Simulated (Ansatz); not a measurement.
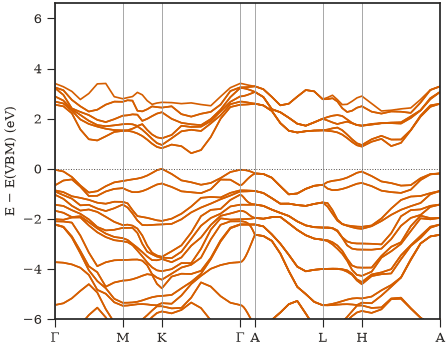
*Band structure from plane-wave PAW LDA with spin–orbit coupling (Ansatz code)*

### Question
Read off the gap and where the band edges lie.

### Answer
About 0.6 eV (0.60 eV by a search for the band edges); maximum at K, minimum on the K–Γ line, 41 % of the way from K.

The material is Te2W in space group P6_3/mmc (No. 194; Te on 4f, W on 2c).

The first step of the workflow began from a Materials Project structure, measured or hypothetical; the Crystallography Open Database copy checked does not list it. COD files the formula under space group No. 31, so this cell is another polymorph or a model. Whether it is the stable phase at ambient conditions was not checked. The LDA relaxation kept the symmetry of its start; whether a distortion lowers the energy is not shown. The run is not spin-polarised. A crystal of weakly bound layers computed without a dispersion correction: the cell and the soft elastic constants depend strongly on that.

Potentials: the later of the program's two PAW sets.
